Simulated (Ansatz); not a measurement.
Input file:

```
crystal:
  periodic: [false, false, false]
  atoms:
    - {symbol: C, position_ang: [0.579051, 2.419140, 0.230229]}
    - {symbol: C, position_ang: [1.193056, 1.586063, 1.094298]}
    - {symbol: F, position_ang: [0.626106, 0.867420, -2.974995]}
    - {symbol: Ga, position_ang: [0.844659, 1.203930, -1.274828]}
    - {symbol: S, position_ang: [1.826879, 0.022501, 0.440229]}
    - {symbol: H, position_ang: [0.147891, 3.386154, 0.462625]}
    - {symbol: H, position_ang: [1.342029, 1.773007, 2.158324]}
basis:
  gaussian:
    orbitals: def2-TZVPD
hamiltonian:
  xc: {name: PBE0}
output:
  forces: true
  orbitals: {seedname: orbitals}
```

Run with:

```sh
ansatz run input.yaml --threads 1 --pin off --max-ram 2610MiB --events-out events.jsonl --progress --plain --runs-dir runs
```

Geometry: B3LYP/6-31G*.

Computed with Ansatz, isolated molecule in a Gaussian basis; Kohn-Sham density functional theory, functional PBE0.

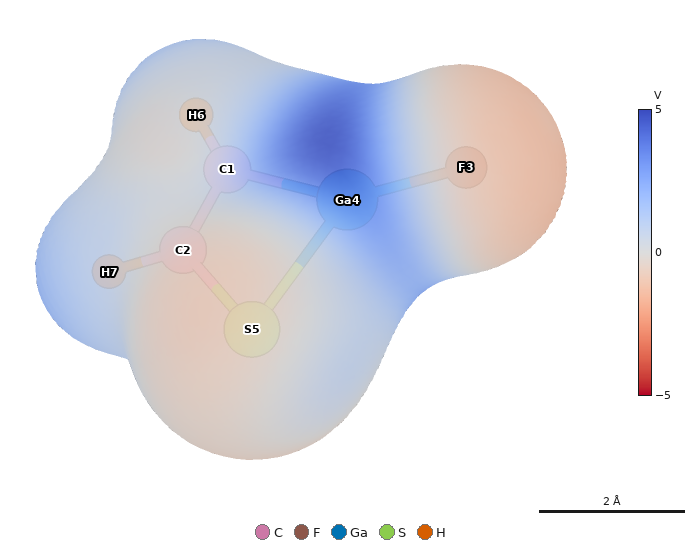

C$_{2}$H$_{2}$FGaS (SMILES [F][Ga]1[CH]=C[S]1). The molecular electrostatic potential painted on the density surface at 0.004 e/bohr³, seen at a tilt; red is negative and blue positive.

**Describe the electrostatic potential map.**

The most negative region (about −1.2 V, or −28 kcal/mol for a unit charge) lies over F3, the most positive (about +4.6 V, or +106 kcal/mol for a unit charge) over Ga4.

**How polar is the molecule by this calculation?**

Its dipole moment is 2.29 D.
